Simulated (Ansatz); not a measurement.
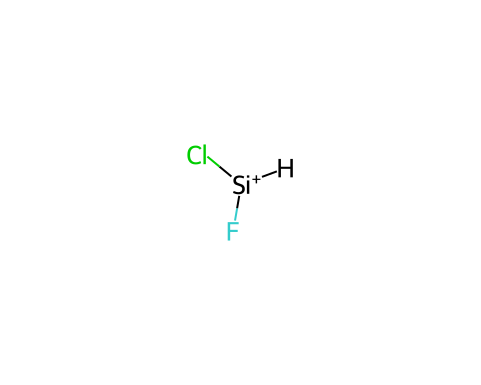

Figure made from data computed with Ansatz.

State: charge +1, singlet.

> Write the SMILES.

F[SiH+]Cl

> Give the formula, hydrogens included.

ClFHSi, charge +1.

> An optimisation with PBE0-D4/def2-TZVP gave a structure of which point group?

Cs.
